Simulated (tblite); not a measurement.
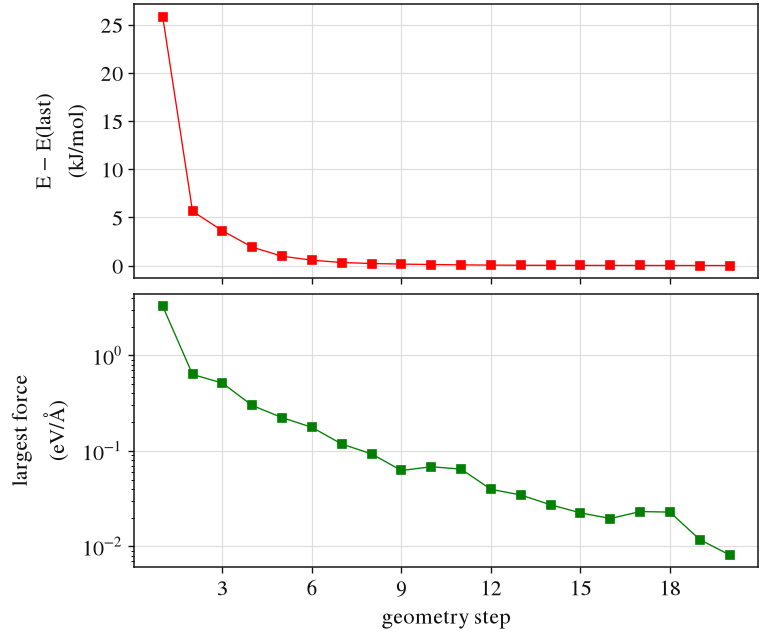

History of a geometry optimisation.

C6H5N3 (SMILES c1ccc2[nH]nnc2c1); GFN2-xTB geometry optimisation, gas phase (tblite 0.8.0).

**How did the optimisation end?**

The optimisation met its thresholds at geometry 20, counting the start as the first. The energy fell by about 26 kJ/mol from the first step to the last. The largest force goes from about 3.3 eV/Å at the start to 8 × 10⁻³ eV/Å at the end.

**By which step was nine tenths of the energy gained?**

By step 4 of 20.
